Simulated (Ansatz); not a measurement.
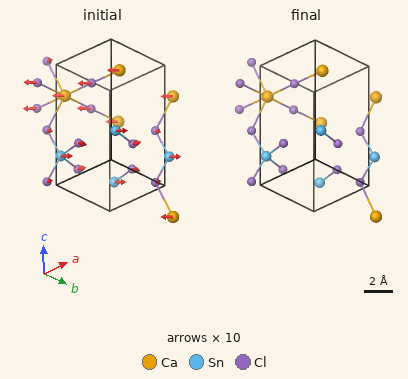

The structure of solid CaSnCl6 (built on the MoWO6-8 type type) before (left) and after (right) a relaxation, at one scale. The red arrows give the displacements (the part carried along by the change of the cell is left out), magnified 10 times.

Style: ball-and-stick. Shown: the cell of the calculation, from a free direction.

Theory: DFT, r2SCAN+rVV10, plane waves, PAW (Ansatz). Settings: plane-wave cutoff 500 eV; k-point mesh 4 × 4 × 2; occupations fermi dirac; smearing width 0.03 eV; no spin polarisation; cell and atoms relaxed; force threshold 0.01 eV/Å; at most 120 steps.

Describe what moved and what it gained.

Over 5 accepted moves (6 points after the start) the energy falls by 11.2 meV per cell of the calculation. The largest force component goes from 0.12 to 0.0067 eV/Å. The pressure goes from −0.07 to 0.00 GPa. At 1 point the geometry stayed and the basis and grid were re-selected for the new cell (energy shift of 0.2 meV per cell of the calculation at most each time). The largest moves relative to the cell, 0.10 Å, are those of Cl atoms. Largest moves by element: Cl 0.10 Å, Ca 0.09 Å, Sn 0.09 Å. The volume changes by +0.7 %, with a = b 5.422 → 5.467 Å (+0.8 %), c 9.847 → 9.749 Å (−1.0 %), γ 88.8° → 89.6°. Near-neighbour distances that change, for instance: Ca–Cl 3.080 → 3.017 Å, Ca–Cl 2.727 → 2.763 Å, Cl–Sn 2.300 → 2.287 Å, Cl–Sn 2.329 → 2.318 Å. Bond angles that change, for instance: Cl–Ca–Cl 131.7° → 136.0°, Cl–Sn–Cl 130.2° → 127.3°. The space group stays Amm2 (No. 38).
